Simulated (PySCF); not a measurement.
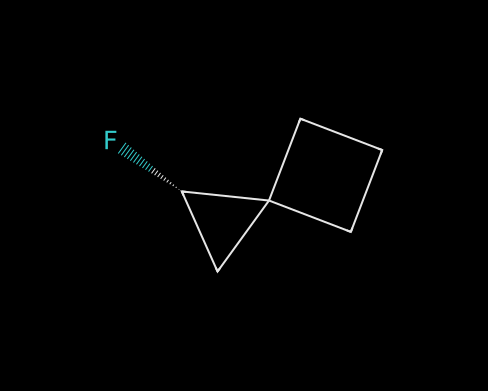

Computed geometry: PBE0-D3(BJ)/def2-SVP optimisation. No frequency run is at hand to confirm it as a minimum. Program: PySCF 2.14.0.

Tabulate dipole (D), HOMO energy (eV) at these levels: B3LYP/pcJ-1; B97-2/pcSseg-1; BHandHLYP/aug-pcX-1 (pcseg-1 on H); PBE0/pcSseg-1; PBE0/pcSseg-1 in chloroform (IEF-PCM); PBE0/pcSseg-1 in methanol (IEF-PCM); ωB97X-D/def2-SVPD; ωB97X-D/def2-SVPD in chloroform (IEF-PCM).

| level | dipole (D) | HOMO energy (eV) |
| --- | --- | --- |
| B3LYP/pcJ-1 | 1.69 | −7.36 |
| B97-2/pcSseg-1 | 1.69 | −7.33 |
| BHandHLYP/aug-pcX-1 (pcseg-1 on H) | 1.85 | −8.91 |
| PBE0/pcSseg-1 | 1.69 | −7.58 |
| PBE0/pcSseg-1 in chloroform (IEF-PCM) | 1.99 | −7.51 |
| PBE0/pcSseg-1 in methanol (IEF-PCM) | 2.11 | −7.50 |
| ωB97X-D/def2-SVPD | 1.81 | −9.52 |
| ωB97X-D/def2-SVPD in chloroform (IEF-PCM) | 2.16 | −9.44 |
